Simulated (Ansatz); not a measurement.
## Convergence study of the plane-wave cutoff for InP (R3m, 2 atoms in the cell)

```xyz
2
Lattice="0.0000 2.9262 2.9262 2.9262 0.0000 2.9262 2.9262 2.9262 0.0000" Properties=species:S:1:pos:R:3 pbc="T T T"
In     0.0289     0.0289     0.0289
P      1.4631     1.4631     1.4631
```

Computed with LDA (PW92), default PAW files made with PBE (plane waves; Ansatz, an electronic-structure program).

Base settings: basis.ecutwfc = 420 eV; kpoints.mp_grid.grid = 7 7 7; hamiltonian.xc = lda; hamiltonian.pseudopotentials = {kind: paw} (the program's default PAW files); scf.occupations.method = fermi_dirac; scf.occupations.width = 0.02 eV.

The second cell is the first with its lattice scaled by 0.98.

The mesh stays at the base's, so the ladder's end is converged at best in this setting alone.

The first pressure column holds Ansatz's estimate of the finite-basis (Pulay) stress, which hides part of the cutoff error; the other is without it.

Only quantities that move along the ladder and can be compared are tabulated.

The count of work is k-points × plane waves × bands × iterations; it is no time. 

The starting cell has typed, rounded lattice constants, without a prior relaxation at this level. Its lattice was rescaled by up to half a per cent. One atom was moved a little off its site on purpose.

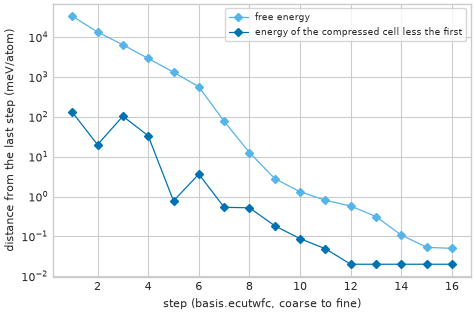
*Distance from the last step along the ladder; very small values are drawn at a floor.*

| basis.ecutwfc | free energy less the last step's (meV/atom) | energy of the compressed cell less the first (meV/atom) | pressure (GPa) | pressure without the Pulay estimate (GPa) | largest difference of a force vector from the last step's (eV/Å) | count of work / last |
|---|---|---|---|---|---|---|
| 145 eV | 33643.99 | 143.64 | 13.60 | -729.40 | 0.158 | 0.065 |
| 170 eV | 13514.87 | -7.58 | -3.38 | -365.74 | 0.137 | 0.093 |
| 190 eV | 6448.63 | -91.49 | -0.16 | -200.55 | 0.042 | 0.097 |
| 210 eV | 2922.50 | 45.94 | -2.04 | -104.04 | 0.001 | 0.10 |
| 230 eV | 1324.99 | 13.24 | -0.29 | -53.78 | 0.003 | 0.13 |
| 250 eV | 569.81 | 8.82 | -0.94 | -26.66 | 0.003 | 0.14 |
| 295 eV | 77.25 | 13.00 | -0.84 | -5.28 | 0.003 | 0.15 |
| 335 eV | 12.70 | 12.99 | -0.80 | -1.58 | 0.001 | 0.20 |
| 380 eV | 2.81 | 12.65 | -0.84 | -0.95 | 0.000 | 0.24 |
| 420 eV | 1.32 | 12.55 | -0.85 | -0.89 | 0.000 | 0.25 |
| 460 eV | 0.81 | 12.51 | -0.86 | -0.87 | 0.000 | 0.31 |
| 505 eV | 0.58 | 12.48 | -0.86 | -0.87 | 0.000 | 0.34 |
| 565 eV | 0.31 | 12.48 | -0.86 | -0.87 | 0.000 | 0.40 |
| 630 eV | 0.11 | 12.47 | -0.86 | -0.87 | 0.000 | 0.49 |
| 735 eV | 0.05 | 12.47 | -0.86 | -0.86 | 0.000 | 0.60 |
| 840 eV | 0.02 | 12.47 | -0.86 | -0.86 | 0.000 | 0.74 |
| 1010 eV | 0.00 | 12.46 | -0.86 | -0.86 | 0.000 | 1.0 |

Coarsest basis.ecutwfc that holds the free energy within 5 meV/atom of the last step, with all finer ones: 380 eV, at 0.24 of the last step's count of work; the step before is off by 13 meV/atom.

Coarsest basis.ecutwfc that holds the energy of the compressed cell less the first within 0.2 meV/atom of the last step, with all finer ones: 380 eV, at 0.24 of the last step's count of work; the step before is off by 0.52 meV/atom.

Coarsest basis.ecutwfc that holds the pressure without the Pulay estimate within 0.1 GPa of the last step, with all finer ones: 380 eV, at 0.24 of the last step's count of work; the step before is off by 0.71 GPa.

The energy difference between the two cells stays within 1 meV/atom of the last step's from 295 eV on, the total only from 460 eV on: much of the error is common to both cells and cancels.

At the lowest cutoff the pressure without the Pulay estimate lies 729 GPa under the last step's, the usual sign of Pulay stress in an incomplete plane-wave basis.

Keys are those of Ansatz 0.2.
